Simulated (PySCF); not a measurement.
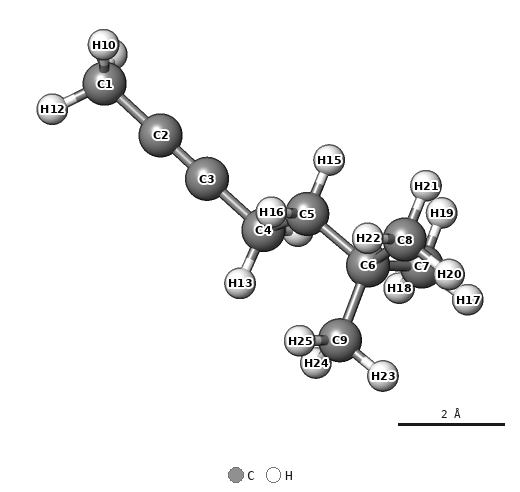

**Figure 1.** The structure as given in the input (ball-and-stick view, seen at a tilt; atoms are numbered from 1 in the order of the input).

# C₉H₁₆: a changed input and its effect

System: C₉H₁₆, SMILES CC#CCCC(C)(C)C.
Method of run A: GIAO PBE0/pcSseg-1 NMR shielding, non-relativistic, IEF-PCM methanol (PySCF 2.14.0).

The geometry comes from this level: PBE0-D3(BJ)/def2-SVP. Text and figures count atoms from 1; the logs count them from 0 in places.

Input, run A:
```
{"job": {"kind": "nmr", "xc": "PBE0", "basis": "pcSseg-1", "solvent": "methanol", "pop": false}, "charge": 0, "multiplicity": 1}
C      4.601617     1.032893    -0.867654
C      3.270396     0.474658    -0.687349
C      2.164902    -0.001791    -0.541324
C      0.822570    -0.540597    -0.353656
C     -0.164518     0.507370     0.167989
C     -1.609504     0.026506     0.394578
C     -1.652609    -1.097287     1.433246
C     -2.417563     1.217452     0.916800
C     -2.234064    -0.460134    -0.915880
H      4.618409     2.109610    -0.636049
H      5.334924     0.539732    -0.210150
H      4.949350     0.910573    -1.905631
H      0.466455    -0.954431    -1.312214
H      0.874527    -1.393905     0.343521
H      0.227427     0.912533     1.116371
H     -0.179147     1.354216    -0.538974
H     -2.693500    -1.376754     1.660910
H     -1.141305    -2.005753     1.079466
H     -1.175409    -0.785701     2.376351
H     -3.466377     0.934656     1.099821
H     -2.000396     1.596156     1.863495
H     -2.413729     2.047719     0.192696
H     -3.294443    -0.719298    -0.768312
H     -1.730557    -1.358100    -1.305795
H     -2.184916     0.319717    -1.692840
```

The first line tells a small driver script what to run in PySCF; the rest is the geometry in Å.

Command:
```bash
OMP_NUM_THREADS=1 python <driver script> task.json out
```

Hardware: 1 CPU thread, shared host.

Output (run A):
```
coarse grid: 19696 points
cycle   1  E = -351.9378748289  dE =  7.383e-01  |g| = 4.904e-01  |ddm| = 4.601e+00
cycle   2  E = -351.9405370923  dE = -2.662e-03  |g| = 4.892e-01  |ddm| = 1.130e+00
cycle   3  E = -352.0043654651  dE = -6.383e-02  |g| = 4.834e-02  |ddm| = 5.433e-01
cycle   4  E = -352.0048111308  dE = -4.457e-04  |g| = 2.418e-02  |ddm| = 7.380e-02
cycle   5  E = -352.0049528483  dE = -1.417e-04  |g| = 6.392e-03  |ddm| = 2.804e-02
cycle   6  E = -352.0049595173  dE = -6.669e-06  |g| = 3.555e-03  |ddm| = 6.701e-03
cycle   7  E = -352.0049625279  dE = -3.011e-06  |g| = 5.659e-04  |ddm| = 2.882e-03
final grid: 186824 points
cycle   8  E = -352.0635392513  dE = -7.780e-05  |g| = 1.014e-02  |ddm| = 6.864e-02
cycle   9  E = -352.0635326646  dE =  6.587e-06  |g| = 1.141e-02  |ddm| = 2.215e-02
cycle  10  E = -352.0635664941  dE = -3.383e-05  |g| = 1.173e-03  |ddm| = 1.104e-02
cycle  11  E = -352.0635667871  dE = -2.930e-07  |g| = 4.882e-04  |ddm| = 1.457e-03
cycle  12  E = -352.0635668357  dE = -4.861e-08  |g| = 2.020e-04  |ddm| = 4.964e-04
cycle  13  E = -352.0635668457  dE = -9.966e-09  |g| = 2.860e-05  |ddm| = 1.876e-04
cycle  14  E = -352.0635668458  dE = -1.660e-10  |g| = 8.122e-06  |ddm| = 3.029e-05
converged SCF energy = -352.0635668458

GIAO shielding tensors (ppm)
atom      isotropic    diamagn.    paramagn.     s11        s22        s33       span
  0 C      180.954     252.169     -71.215    172.728    172.810    197.325     24.598
  1 C      103.152     268.668    -165.516     19.079     20.110    270.268    251.189
  2 C       98.347     257.901    -159.554      5.260     11.806    277.975    272.715
  3 C      169.245     256.247     -87.001    156.256    169.643    181.836     25.580
  4 C      138.485     252.103    -113.618    118.491    127.574    169.389     50.899
  5 C      154.319     243.367     -89.048    150.044    153.459    159.453      9.409
  6 C      157.053     248.536     -91.483    138.178    147.415    185.564     47.386
  7 C      150.557     247.316     -96.759    130.334    135.228    186.109     55.775
  8 C      157.038     248.484     -91.446    138.004    147.418    185.693     47.689
  9 H       29.296      29.258       0.038     23.988     27.753     36.148     12.160
 10 H       29.306      26.382       2.923     24.043     27.362     36.511     12.468
 11 H       29.306      26.209       3.096     24.043     27.350     36.524     12.482
 12 H       29.085      32.069      -2.984     22.359     31.292     33.604     11.246
 13 H       29.085      32.093      -3.008     22.352     31.297     33.605     11.253
 14 H       30.014      35.368      -5.354     25.444     30.973     33.623      8.179
 15 H       30.016      35.368      -5.353     25.457     30.960     33.630      8.173
 16 H       30.435      31.095      -0.660     26.663     27.984     36.657      9.994
 17 H       30.186      31.569      -1.383     25.704     29.371     35.484      9.779
 18 H       30.584      31.567      -0.982     27.001     27.900     36.852      9.851
 19 H       30.318      30.416      -0.097     26.579     27.589     36.787     10.207
 20 H       30.300      30.730      -0.430     26.688     27.933     36.278      9.590
 21 H       30.298      30.729      -0.431     26.693     27.929     36.272      9.579
 22 H       30.434      31.071      -0.637     26.665     27.982     36.656      9.991
 23 H       30.181      31.545      -1.365     25.695     29.359     35.488      9.793
 24 H       30.586      31.542      -0.956     27.012     27.890     36.856      9.844
```

For run B the input was changed thus:
```diff
-"solvent": "methanol"
-"pop": false
+"solvent": "chloroform"
+"pop": true
```

What does this change do to the results?

The total energy of run B is 0.9 kcal/mol higher: the change of the electrostatic solvation energy at this fixed geometry, without cavity or dispersion terms. The HOMO goes from −7.26 to −7.19 eV. Of all shieldings, the largest change is that of C1, by −0.4 ppm. The number of SCF iterations is the same.

Output (run B):
```
coarse grid: 19696 points
cycle   1  E = -351.9354655495  dE =  7.406e-01  |g| = 4.931e-01  |ddm| = 4.602e+00
cycle   2  E = -351.9371372776  dE = -1.672e-03  |g| = 4.959e-01  |ddm| = 1.165e+00
cycle   3  E = -352.0028263103  dE = -6.569e-02  |g| = 4.980e-02  |ddm| = 5.606e-01
cycle   4  E = -352.0032824282  dE = -4.561e-04  |g| = 2.624e-02  |ddm| = 7.773e-02
cycle   5  E = -352.0034424192  dE = -1.600e-04  |g| = 8.511e-03  |ddm| = 3.014e-02
cycle   6  E = -352.0034562604  dE = -1.384e-05  |g| = 3.901e-03  |ddm| = 8.473e-03
cycle   7  E = -352.0034598801  dE = -3.620e-06  |g| = 5.468e-04  |ddm| = 3.173e-03
final grid: 186824 points
cycle   8  E = -352.0620500721  dE = -7.777e-05  |g| = 1.015e-02  |ddm| = 6.888e-02
cycle   9  E = -352.0620432854  dE =  6.787e-06  |g| = 1.144e-02  |ddm| = 2.222e-02
cycle  10  E = -352.0620773144  dE = -3.403e-05  |g| = 1.128e-03  |ddm| = 1.126e-02
cycle  11  E = -352.0620775846  dE = -2.701e-07  |g| = 4.775e-04  |ddm| = 1.471e-03
cycle  12  E = -352.0620776296  dE = -4.500e-08  |g| = 2.150e-04  |ddm| = 4.914e-04
cycle  13  E = -352.0620776408  dE = -1.123e-08  |g| = 2.988e-05  |ddm| = 1.936e-04
cycle  14  E = -352.0620776410  dE = -1.837e-10  |g| = 8.320e-06  |ddm| = 3.055e-05
converged SCF energy = -352.0620776410

GIAO shielding tensors (ppm)
atom      isotropic    diamagn.    paramagn.     s11        s22        s33       span
  0 C      180.603     252.094     -71.491    172.451    172.531    196.826     24.375
  1 C      103.454     268.594    -165.140     19.685     20.673    270.003    250.318
  2 C       98.555     257.720    -159.164      5.747     12.276    277.642    271.895
  3 C      168.972     256.176     -87.204    156.139    169.338    181.440     25.301
  4 C      138.399     251.993    -113.594    118.665    127.441    169.092     50.426
  5 C      154.375     243.559     -89.184    150.125    153.563    159.438      9.313
  6 C      156.801     248.435     -91.635    137.947    147.168    185.286     47.339
  7 C      150.307     247.156     -96.849    130.066    135.038    185.817     55.750
  8 C      156.785     248.382     -91.597    137.772    147.170    185.413     47.641
  9 H       29.340      29.359      -0.019     24.050     27.827     36.142     12.092
 10 H       29.349      26.490       2.860     24.109     27.434     36.505     12.395
 11 H       29.349      26.316       3.033     24.108     27.422     36.518     12.410
 12 H       29.129      32.105      -2.976     22.426     31.356     33.606     11.180
 13 H       29.130      32.129      -3.000     22.420     31.362     33.607     11.188
 14 H       30.008      35.343      -5.335     25.437     30.948     33.639      8.202
 15 H       30.009      35.344      -5.334     25.450     30.933     33.645      8.196
 16 H       30.444      31.099      -0.656     26.687     27.992     36.652      9.965
 17 H       30.215      31.583      -1.368     25.743     29.403     35.498      9.755
 18 H       30.587      31.550      -0.964     27.013     27.899     36.848      9.836
 19 H       30.336      30.415      -0.080     26.606     27.605     36.796     10.190
 20 H       30.301      30.705      -0.404     26.698     27.932     36.274      9.576
 21 H       30.300      30.705      -0.405     26.703     27.928     36.268      9.565
 22 H       30.443      31.075      -0.632     26.689     27.990     36.651      9.962
 23 H       30.209      31.559      -1.350     25.734     29.391     35.502      9.769
 24 H       30.588      31.526      -0.937     27.023     27.889     36.852      9.829
```

The two runs side by side:

| quantity | run A | run B |
| --- | --- | --- |
| outcome | converged | converged |
| total energy (hartree) | −352.063567 | −352.062078 |
| HOMO (eV) | −7.26 | −7.19 |
| LUMO (eV) | 1.30 | 1.29 |
| dipole moment (D) | 0.15 | 0.16 |
| shielding of C1 (ppm) | 181.0 | 180.6 |
| shielding of C2 (ppm) | 103.2 | 103.5 |
| shielding of C3 (ppm) | 98.3 | 98.6 |
| shielding of C4 (ppm) | 169.2 | 169.0 |
| shielding of C7 (ppm) | 157.1 | 156.8 |
| shielding of C8 (ppm) | 150.6 | 150.3 |
| shielding of C9 (ppm) | 157.0 | 156.8 |
| SCF iterations | 14 | 14 |
| basis functions | 233 | 233 |
| wall time (shared host) | 3 min | 3 min |
